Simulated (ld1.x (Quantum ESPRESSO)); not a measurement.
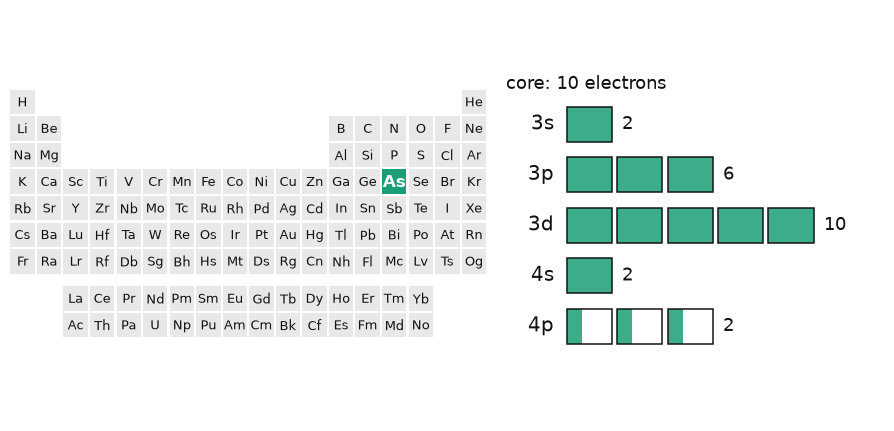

Left, the place of arsenic in the periodic table; right, the valence shells of the reference configuration: a box for each of the 2l + 1 orbitals, shaded by the share of the shell that is filled, with the electron count at the right.

## Pseudopotential generation for As (part 1 of 2)

System: arsenic (As, Z = 33), core [Ne], reference valence 3s2 3p6 3d10 4s2 4p2 (an ion of charge +1), valence charge 23.
Method: ultrasoft potential, PBE, scalar-relativistic, made with ld1.x (Quantum ESPRESSO) 7.5.

### The input
```
 &input
   title='As', zed=33., rel=1, dft='PBE', iswitch=3,
   config='[Ar] 3d10 4s2 4p2',
   nld=3, rlderiv=1.25, eminld=-17.0, emaxld=5.0, deld=0.04
 /
 &inputp
   pseudotype=3, tm=.true., lloc=-1, rcloc=0.80,
   nlcc=.false.,
   which_augfun='PSQ', rmatch_augfun_nc=.true.,
   file_pseudopw='As.UPF', file_wfcaegen='ae.wfc', file_wfcncgen='nc.wfc', file_beta='beta', file_chi='chi', file_wfcusgen='us.wfc'
 /
6
3S  1  0   2.00   0.00  0.80  0.95  0.0
4S  2  0   2.00   0.00  0.80  0.95  0.0
3P  2  1   6.00   0.00  1.00  1.15  0.0
4P  3  1   2.00   0.00  1.00  1.15  0.0
3D  3  2  10.00   0.00  0.80  1.05  0.0
3D  3  2   0.00  -1.00  0.80  1.05  0.0
 &test
   configts(1)='3s2 3p6 3d10 4s2 4p2'
 /
```

### Input of the test run
```
 &input
   title='As', zed=33., rel=1, dft='PBE', iswitch=2,
   config='[Ar] 3d10 4s2 4p2'
 /
 &test
   file_pseudo='As.UPF', nconf=8,
   configts(1)='3s2 3p6 3d10 4s2 4p2',
   configts(2)='3s2 3p6 3d10 4s2 4p3',
   configts(3)='3s2 3p6 3d10 4s2 4p1',
   configts(4)='3s2 3p6 3d10 4s2 4p0',
   configts(5)='3s2 3p6 3d10 4s0 4p5',
   configts(6)='3s2 3p6 3d10 4s1 4p4',
   configts(7)='3s2 3p5 3d10 4s2 4p3',
   configts(8)='3s2 3p6 3d10 4s2 4p3.3'
 /
```

Hardware: 1 CPU thread, shared host.

Run as:
```bash
ld1.x < As.in > As.out
```

### Log
```
     Program LD1 v.7.5
     --------------------------- All-electron run ----------------------------

     As
     scalar relativistic calculation

     atomic number is 33.00
     dft =PBE   lsd =0 sic =0 latt =0  beta=0.20 tr2=1.0E-14
     Exchange-correlation= PBE
                           (   1   4   3   4   0   0   0)
     mesh =1209 r(mesh) =  99.83237 a.u. xmin = -7.00 dx = 0.01250
     1 Ry =  13.60569312 eV, c = 137.03599908

     n l     nl                  e(Ry)          e(Ha)          e(eV)
     1 0     1S 1( 2.00)      -862.0959      -431.0479    -11729.4121
     2 0     2S 1( 2.00)      -109.9955       -54.9977     -1496.5648
     2 1     2P 1( 6.00)       -96.5381       -48.2690     -1313.4676
     3 0     3S 1( 2.00)       -14.7055        -7.3527      -200.0783
     3 1     3P 1( 6.00)       -10.5433        -5.2717      -143.4494
     3 2     3D 1(10.00)        -3.7043        -1.8521       -50.3991
     4 0     4S 1( 2.00)        -1.7166        -0.8583       -23.3551
     4 1     4P 1( 2.00)        -0.9804        -0.4902       -13.3395

     final scf error:  8.0E-15 reached in  36 iterations

     Etot =   -4520.944389 Ry,   -2260.472195 Ha,  -61510.581986 eV

     Ekin =    4608.048534 Ry,    2304.024267 Ha,   62695.694245 eV
     Encl =  -10874.869791 Ry,   -5437.434895 Ha, -147960.141122 eV
     Eh   =    1912.576711 Ry,     956.288355 Ha,   26021.931798 eV
     Exc  =    -166.699843 Ry,     -83.349921 Ha,   -2268.066907 eV

     normalization and overlap integrals

     s(1S/1S) =  1.000000  <r> =   0.0455  <r2> =    0.0028  r(max) =   0.0296
     s(2S/2S) =  1.000000  <r> =   0.2028  <r2> =    0.0485  r(max) =   0.1701
     s(2P/2P) =  1.000000  <r> =   0.1772  <r2> =    0.0385  r(max) =   0.1358
     s(3S/3S) =  1.000000  <r> =   0.5982  <r2> =    0.4125  r(max) =   0.5239
     s(3P/3P) =  1.000000  <r> =   0.6171  <r2> =    0.4475  r(max) =   0.5239
     s(3D/3D) =  1.000000  <r> =   0.6773  <r2> =    0.5797  r(max) =   0.4740
     s(4S/4S) =  1.000000  <r> =   1.8749  <r2> =    4.0210  r(max) =   1.5936
     s(4P/4P) =  1.000000  <r> =   2.3132  <r2> =    6.2065  r(max) =   1.8984

     ------------------------ End of All-electron run ------------------------

     --------------------- Generating US pseudopotential ---------------------

      Generating local potential from pseudized AE potential:
      Matching radius rcloc =   0.8000

      Local pseudo, rcloc= 0.801 Estimated cut-off energy=    37.86 Ry
      Wfc-us  3S rcutus= 0.955  Estimated cut-off energy=    59.06 Ry
      Wfc-us  4S rcutus= 0.955  Estimated cut-off energy=   120.03 Ry
      Wfc-us  3P rcutus= 1.137  Estimated cut-off energy=    66.60 Ry
      Wfc-us  4P rcutus= 1.137  Estimated cut-off energy=   126.58 Ry
      Wfc-us  3D rcutus= 1.055  Estimated cut-off energy=   105.82 Ry
      Wfc-us  3D rcutus= 1.055  Estimated cut-off energy=   163.44 Ry

     Q pseudized with Bessel functions
     Expected ecutrho=     663.9129 due to l1=  2   l2=  2

     ------------------- End of pseudopotential generation -------------------

     --------------------------- All-electron run ----------------------------

     As
     scalar relativistic calculation

     atomic number is 33.00
     dft =PBE   lsd =0 sic =0 latt =0  beta=0.20 tr2=1.0E-14
     Exchange-correlation= PBE
                           (   1   4   3   4   0   0   0)
     mesh =1209 r(mesh) =  99.83237 a.u. xmin = -7.00 dx = 0.01250
     1 Ry =  13.60569312 eV, c = 137.03599908

     n l     nl                  e(Ry)          e(Ha)          e(eV)
     1 0     1S 1( 2.00)      -862.0959      -431.0479    -11729.4121
     2 0     2S 1( 2.00)      -109.9955       -54.9977     -1496.5648
     2 1     2P 1( 6.00)       -96.5381       -48.2690     -1313.4676
     3 0     3S 1( 2.00)       -14.7055        -7.3527      -200.0783
     3 1     3P 1( 6.00)       -10.5433        -5.2717      -143.4494
     3 2     3D 1(10.00)        -3.7043        -1.8521       -50.3991
     4 0     4S 1( 2.00)        -1.7166        -0.8583       -23.3551
     4 1     4P 1( 2.00)        -0.9804        -0.4902       -13.3395

     final scf error:  8.0E-15 reached in  36 iterations

     Etot =   -4520.944389 Ry,   -2260.472195 Ha,  -61510.581986 eV

     Ekin =    4608.048534 Ry,    2304.024267 Ha,   62695.694245 eV
     Encl =  -10874.869791 Ry,   -5437.434895 Ha, -147960.141122 eV
     Eh   =    1912.576711 Ry,     956.288355 Ha,   26021.931798 eV
     Exc  =    -166.699843 Ry,     -83.349921 Ha,   -2268.066907 eV

     normalization and overlap integrals

     s(1S/1S) =  1.000000  <r> =   0.0455  <r2> =    0.0028  r(max) =   0.0296
     s(2S/2S) =  1.000000  <r> =   0.2028  <r2> =    0.0485  r(max) =   0.1701
     s(2P/2P) =  1.000000  <r> =   0.1772  <r2> =    0.0385  r(max) =   0.1358
     s(3S/3S) =  1.000000  <r> =   0.5982  <r2> =    0.4125  r(max) =   0.5239
     s(3P/3P) =  1.000000  <r> =   0.6171  <r2> =    0.4475  r(max) =   0.5239
     s(3D/3D) =  1.000000  <r> =   0.6773  <r2> =    0.5797  r(max) =   0.4740
     s(4S/4S) =  1.000000  <r> =   1.8749  <r2> =    4.0210  r(max) =   1.5936
     s(4P/4P) =  1.000000  <r> =   2.3132  <r2> =    6.2065  r(max) =   1.8984

     ------------------------ End of All-electron run ------------------------

     Computing logarithmic derivative in   1.24890
     Computing logarithmic derivative in   1.24890
     Computing the partial wave expansion
     R is outside the sphere for l=    0 j= 0.00
     R is outside the sphere for l=    0 j= 0.00
     R is outside the sphere for l=    1 j= 0.00
     R is outside the sphere for l=    1 j= 0.00
     R is outside the sphere for l=    2 j= 0.00
     R is outside the sphere for l=    2 j= 0.00

     ---------------------- Testing the pseudopotential ----------------------

     As
     scalar relativistic calculation

     atomic number is 33.00   valence charge is 23.00
     dft =PBE   lsd =0 sic =0 latt =0  beta=0.20 tr2=1.0E-14
     mesh =1209 r(mesh) =  99.83237 xmin = -7.00 dx = 0.01250

     n l     nl             e AE (Ry)        e PS (Ry)    De AE-PS (Ry)
     1 0     3S   1( 2.00)      -14.70548      -14.70511       -0.00037
     2 1     3P   1( 6.00)      -10.54334      -10.54298       -0.00036
     3 2     3D   1(10.00)       -3.70427       -3.70395       -0.00032
     2 0     4S   1( 2.00)       -1.71657       -1.71648       -0.00009
     3 1     4P   1( 2.00)       -0.98044       -0.98039       -0.00004

     eps = 3.5E-15  iter =  6

     Etot =   -4520.944389 Ry,   -2260.472195 Ha,  -61510.581986 eV
     Etotps =  -664.516216 Ry,    -332.258108 Ha,   -9041.203707 eV

     Ekin =     171.733201 Ry,      85.866600 Ha,    2336.549227 eV
     Encl =   -1497.599715 Ry,    -748.799858 Ha,  -20375.882145 eV
     Ehrt =     545.537653 Ry,     272.768827 Ha,    7422.417899 eV
     Ecxc =     -52.547440 Ry,     -26.273720 Ha,    -714.944338 eV
     Epseu=     168.360085 Ry,      84.180042 Ha,    2290.655650 eV

     ---------------------- End of pseudopotential test ----------------------
```

### Output of the test run (extracts)
```
     ---------------------- Testing the pseudopotential ----------------------

     As
     scalar relativistic calculation

     atomic number is 33.00   valence charge is 23.00
     dft =PBE   lsd =0 sic =0 latt =0  beta=0.20 tr2=1.0E-14
     mesh =1209 r(mesh) =  99.83237 xmin = -7.00 dx = 0.01250

     n l     nl             e AE (Ry)        e PS (Ry)    De AE-PS (Ry)
     1 0     3S   1( 2.00)      -14.70548      -14.70511       -0.00037
     2 1     3P   1( 6.00)      -10.54334      -10.54298       -0.00036
     3 2     3D   1(10.00)       -3.70427       -3.70395       -0.00032
     2 0     4S   1( 2.00)       -1.71657       -1.71648       -0.00009
     3 1     4P   1( 2.00)       -0.98044       -0.98039       -0.00004

     eps = 3.5E-15  iter =  6

     Etot =   -4520.944389 Ry,   -2260.472195 Ha,  -61510.581986 eV
     Etotps =  -664.516216 Ry,    -332.258108 Ha,   -9041.203707 eV

     Ekin =     171.733201 Ry,      85.866600 Ha,    2336.549227 eV
     Encl =   -1497.599715 Ry,    -748.799858 Ha,  -20375.882145 eV
     Ehrt =     545.537653 Ry,     272.768827 Ha,    7422.417899 eV
     Ecxc =     -52.547440 Ry,     -26.273720 Ha,    -714.944338 eV
     Epseu=     168.360085 Ry,      84.180042 Ha,    2290.655650 eV

     ---------------------- End of pseudopotential test ----------------------

     ---------------------- Testing the pseudopotential ----------------------

     As
     scalar relativistic calculation

     atomic number is 33.00   valence charge is 23.00
     dft =PBE   lsd =0 sic =0 latt =0  beta=0.20 tr2=1.0E-14
     mesh =1209 r(mesh) =  99.83237 xmin = -7.00 dx = 0.01250

     n l     nl             e AE (Ry)        e PS (Ry)    De AE-PS (Ry)
     1 0     3S   1( 2.00)      -13.98721      -13.99723        0.01002  !
     2 1     3P   1( 6.00)       -9.82512       -9.83664        0.01152  !
     3 2     3D   1(10.00)       -2.98741       -2.99832        0.01091  !
     2 0     4S   1( 2.00)       -1.06528       -1.06750        0.00222
     3 1     4P   1( 3.00)       -0.38182       -0.38118       -0.00063

     eps = 1.5E-15  iter = 12

     Etot =   -4521.616832 Ry,   -2260.808416 Ha,  -61519.731037 eV
     Etotps =  -665.188196 Ry,    -332.594098 Ha,   -9050.346470 eV
     dEtot_ae =      -0.672443 Ry
     dEtot_ps =      -0.671981 Ry,   Delta E=      -0.000462 Ry

     Ekin =     174.468714 Ry,      87.234357 Ha,    2373.767776 eV
     Encl =   -1513.516220 Ry,    -756.758110 Ha,  -20592.437227 eV
     Ehrt =     561.190419 Ry,     280.595210 Ha,    7635.384626 eV
     Ecxc =     -53.052639 Ry,     -26.526319 Ha,    -721.817925 eV
     Epseu=     165.721530 Ry,      82.860765 Ha,    2254.756279 eV

     ---------------------- End of pseudopotential test ----------------------

     ---------------------- Testing the pseudopotential ----------------------

     As
     scalar relativistic calculation

     atomic number is 33.00   valence charge is 23.00
     dft =PBE   lsd =0 sic =0 latt =0  beta=0.20 tr2=1.0E-14
     mesh =1209 r(mesh) =  99.83237 xmin = -7.00 dx = 0.01250

     n l     nl             e AE (Ry)        e PS (Ry)    De AE-PS (Ry)
     1 0     3S   1( 2.00)      -15.55695      -15.54293       -0.01403  !
     2 1     3P   1( 6.00)      -11.39456      -11.37753       -0.01703  !
     3 2     3D   1(10.00)       -4.55237       -4.53644       -0.01593  !
     2 0     4S   1( 2.00)       -2.45831       -2.45652       -0.00178
     3 1     4P   1( 1.00)       -1.66610       -1.67161        0.00551  !

     eps = 1.7E-15  iter = 10

     Etot =   -4519.627442 Ry,   -2259.813721 Ha,  -61492.664003 eV
     Etotps =  -663.196977 Ry,    -331.598488 Ha,   -9023.254546 eV
     dEtot_ae =       1.316947 Ry
     dEtot_ps =       1.319239 Ry,   Delta E=      -0.002292 Ry

     Ekin =     166.259230 Ry,      83.129615 Ha,    2262.072062 eV
     Encl =   -1479.018714 Ry,    -739.509357 Ha,  -20123.074741 eV
     Ehrt =     527.837850 Ry,     263.918925 Ha,    7181.599808 eV
     Ecxc =     -51.958269 Ry,     -25.979135 Ha,    -706.928266 eV
     Epseu=     173.682926 Ry,      86.841463 Ha,    2363.076591 eV

     ---------------------- End of pseudopotential test ----------------------

     ---------------------- Testing the pseudopotential ----------------------

     As
     scalar relativistic calculation

     atomic number is 33.00   valence charge is 23.00
     dft =PBE   lsd =0 sic =0 latt =0  beta=0.20 tr2=1.0E-14
     mesh =1209 r(mesh) =  99.83237 xmin = -7.00 dx = 0.01250

     n l     nl             e AE (Ry)        e PS (Ry)    De AE-PS (Ry)
     1 0     3S   1( 2.00)      -16.51665      -16.48990       -0.02675  !
     2 1     3P   1( 6.00)      -12.35369      -12.31845       -0.03524  !
     3 2     3D   1(10.00)       -5.50623       -5.47351       -0.03271  !
     2 0     4S   1( 2.00)       -3.26556       -3.26567        0.00011
     3 1     4P   1( 0.00)       -2.41608       -2.43981        0.02374  !

     eps = 1.0E-16  iter =  9

     Etot =   -4517.591313 Ry,   -2258.795657 Ha,  -61464.961066 eV
     Etotps =  -661.147492 Ry,    -330.573746 Ha,   -8995.369891 eV
     dEtot_ae =       3.353076 Ry
     dEtot_ps =       3.368723 Ry,   Delta E=      -0.015648 Ry

     Ekin =     156.851025 Ry,      78.425512 Ha,    2134.066910 eV
     Encl =   -1458.393878 Ry,    -729.196939 Ha,  -19842.459553 eV
     Ehrt =     508.736669 Ry,     254.368335 Ha,    6921.714999 eV
     Ecxc =     -51.321369 Ry,     -25.660685 Ha,    -698.262798 eV
     Epseu=     182.980060 Ry,      91.490030 Ha,    2489.570551 eV

     ---------------------- End of pseudopotential test ----------------------

     ---------------------- Testing the pseudopotential ----------------------

     As
     scalar relativistic calculation

     atomic number is 33.00   valence charge is 23.00
     dft =PBE   lsd =0 sic =0 latt =0  beta=0.20 tr2=1.0E-14
     mesh =1209 r(mesh) =  99.83237 xmin = -7.00 dx = 0.01250

     n l     nl             e AE (Ry)        e PS (Ry)    De AE-PS (Ry)
     1 0     3S   1( 2.00)      -14.23089      -14.28477        0.05388  !
     2 1     3P   1( 6.00)      -10.06773      -10.12923        0.06150  !
     3 2     3D   1(10.00)       -3.22368       -3.28347        0.05980  !
     2 0     4S   1( 0.00)       -1.18898       -1.20366        0.01468  !
     3 1     4P   1( 5.00)       -0.47285       -0.47080       -0.00205

     eps = 5.9E-15  iter = 18

     Etot =   -4520.216237 Ry,   -2260.108119 Ha,  -61500.674977 eV
     Etotps =  -663.768494 Ry,    -331.884247 Ha,   -9031.030436 eV
     dEtot_ae =       0.728152 Ry
     dEtot_ps =       0.747722 Ry,   Delta E=      -0.019570 Ry

     Ekin =     181.035605 Ry,      90.517803 Ha,    2463.114887 eV
     Encl =   -1505.354647 Ry,    -752.677324 Ha,  -20481.393373 eV
     Ehrt =     555.435068 Ry,     277.717534 Ha,    7557.079087 eV
     Ecxc =     -52.846092 Ry,     -26.423046 Ha,    -719.007710 eV
     Epseu=     157.961572 Ry,      78.980786 Ha,    2149.176673 eV
```

(Continued in part 2.) Outcome of the run: generated, but the overlap operator is not positive, so unusable.
